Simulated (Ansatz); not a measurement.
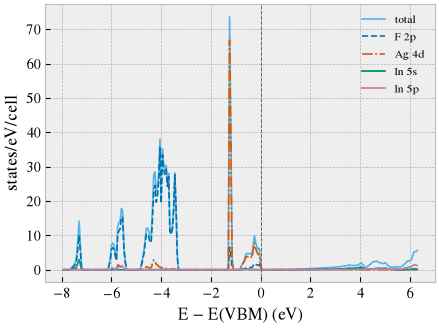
Figure. Total and projected density of states of Rb2InAgF6 in space group Fm-3m (No. 225; Rb on 8c, In on 4a, Ag on 4b, F on 24e), LDA (plane waves, PAW; program Ansatz)

Question: Which orbitals carry the states next to the gap?

Answer: Top 1 eV of the valence band: Ag 4d 79 %, F 2p 16 %. Bottom 1 eV of the conduction band: Rb 5s 33 %, Ag 5s 20 %, In 5s 18 %, F 2s 16 %, F 2p 8 %. Projections are on Löwdin-orthogonalised atomic valence shells; empty p or d shells of many metals are not among them.

Question: Where is the tallest occupied peak in this window, and what makes it?

Answer: Near -1.2 eV, about 74 states/eV per cell; the largest projected share is Ag 4d.

The first step of the workflow began from a Materials Project structure, measured or hypothetical; the Crystallography Open Database copy checked does not list it. Its standing as an ambient phase is unchecked. The cell was relaxed with LDA under the symmetry of its start. At this level the phase is dynamically unstable (imaginary phonons). The run is not spin-polarised. Spin–orbit coupling is left out wherever it is not named.

Potentials: the later of the program's two PAW sets.
